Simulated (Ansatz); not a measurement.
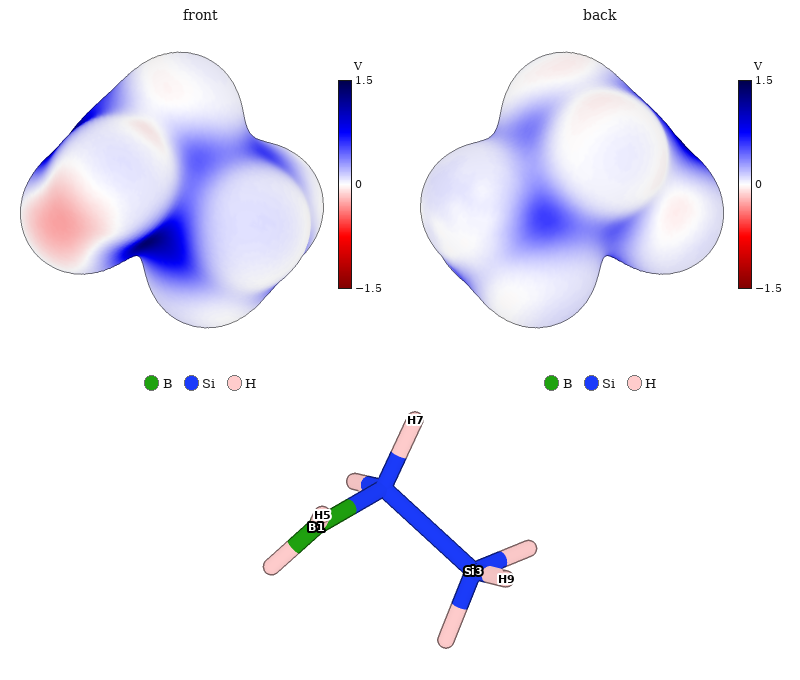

BH$_{7}$Si$_{2}$ (SMILES B[SiH2][SiH3]). The molecular electrostatic potential painted on the density surface at 0.001 e/bohr³, seen from the front and from behind; red is negative and blue positive. The bare structure is drawn below in the same view.

Geometry: PBE0-D3(BJ)/pcseg-1.

Computed with isolated molecule in a Gaussian basis; Kohn-Sham density functional theory, functional PBE0 (Ansatz 0.2.0).

Input file:

```
crystal:
  periodic: [false, false, false]
  atoms:
    - symbol: B
      position_ang: [-1.758975, 2.395877, 0.286632]
    - symbol: Si
      position_ang: [-0.355779, 1.410070, 1.308294]
    - symbol: Si
      position_ang: [-0.851447, -0.862654, 0.915534]
    - symbol: H
      position_ang: [-1.600786, 2.667644, -0.872821]
    - symbol: H
      position_ang: [-2.820963, 2.652572, 0.786106]
    - symbol: H
      position_ang: [1.039571, 1.652023, 0.827196]
    - symbol: H
      position_ang: [-0.402370, 1.628622, 2.787092]
    - symbol: H
      position_ang: [0.128957, -1.733615, 1.630188]
    - symbol: H
      position_ang: [-2.225539, -1.187407, 1.402855]
    - symbol: H
      position_ang: [-0.784897, -1.164494, -0.545772]
basis:
  gaussian: {orbitals: def2-TZVPD}
hamiltonian: {xc: pbe0}
output: {forces: true, orbitals: {seedname: orbitals}}
```

Command:

```sh
ansatz run input.yaml --threads 2 --pin off --max-ram 4350MiB --events-out events.jsonl --progress --plain --runs-dir runs
```

Where is the surface potential most negative and most positive?

Answer. The most negative region (about −0.2 V) lies over H4, the most positive (about +1.3 V) over B1.

How polar is the molecule by this calculation?

Answer. Its dipole moment is 0.17 D.
